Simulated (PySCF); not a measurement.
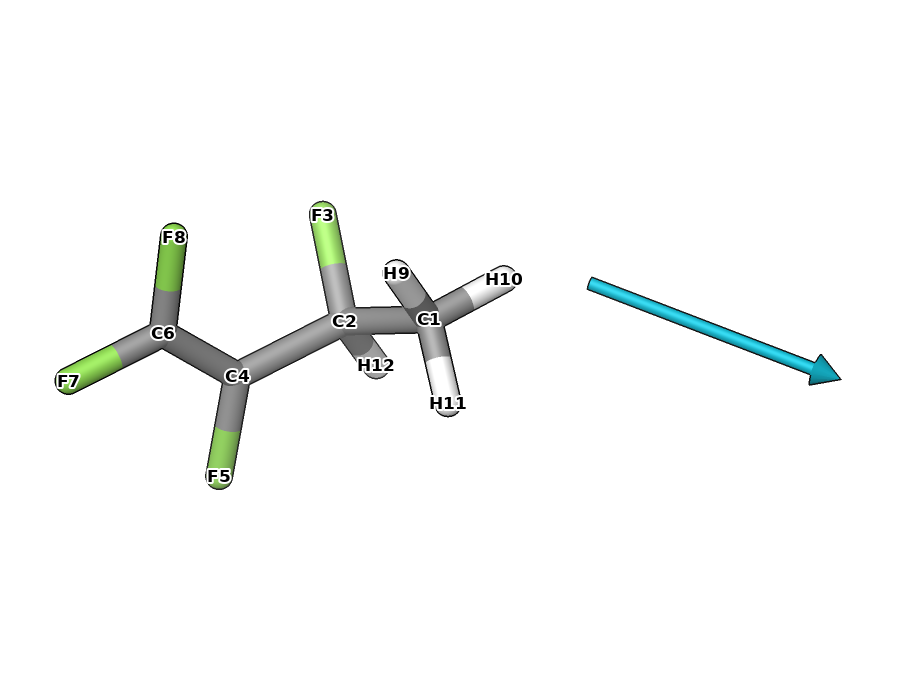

The arrow beside the molecule shows the direction of the dipole moment, from the negative to the positive end (its length means nothing). The computed structure is the end point of a GFN2-xTB optimisation. No frequency run is at hand to confirm it as a minimum. Level of theory: CAM-B3LYP/def2-SVPD, gas phase (PySCF 2.14.0).

> How large is the dipole moment?

2.16 D; it points from the side of F7 to the side of H10, H11 (the outermost atoms at the two ends).
